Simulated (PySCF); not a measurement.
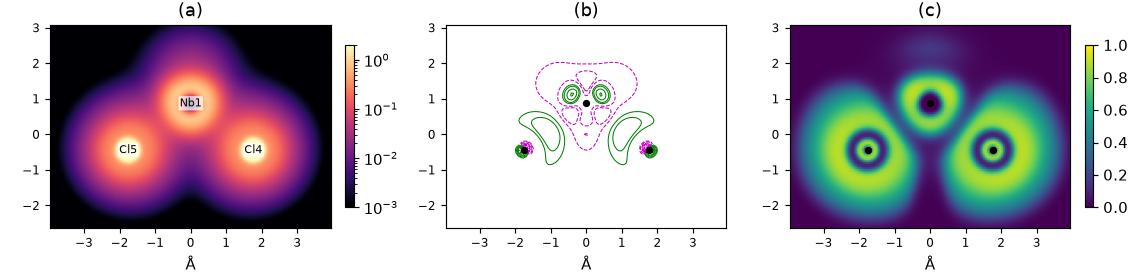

Figure 1: Cl3NbO. Three fields in the plane of Nb1, Cl4 and Cl5. (b): solid green lines positive, dashed magenta lines negative.

Level of theory: PBE0/def2-SVPD (PySCF), at a geometry from GFN2-xTB. Core potentials replace the inner electrons of Nb; spin–orbit coupling isn't included. This is a single-reference result, which may miss multireference character in this system. No frequency check shows the geometry to be a minimum. GFN2-xTB bond lengths at metals and heavier atoms can be off by up to 0.1 Å and shapes distorted, which carries into these values.

Coordinates in Å:

```
Nb1     -0.0000    0.0000    0.2908
O2      -0.0002   -0.0000    1.9686
Cl3      1.9006    0.7214   -0.5425
Cl4     -1.5750    1.2852   -0.5426
Cl5     -0.3255   -2.0067   -0.5426
```

Q: The panels show, in some order, the electron density, electron localisation function (ELF) and deformation density. Which is which?

A: (a) is the electron density: it is positive everywhere and peaks at the nuclei. (b) is the deformation density: it has both signs, with gains where valence electrons gather and losses around them. (c) is the electron localisation function (ELF): it runs from 0 to 1 and is close to 1 over wide basins that fill the valence regions.
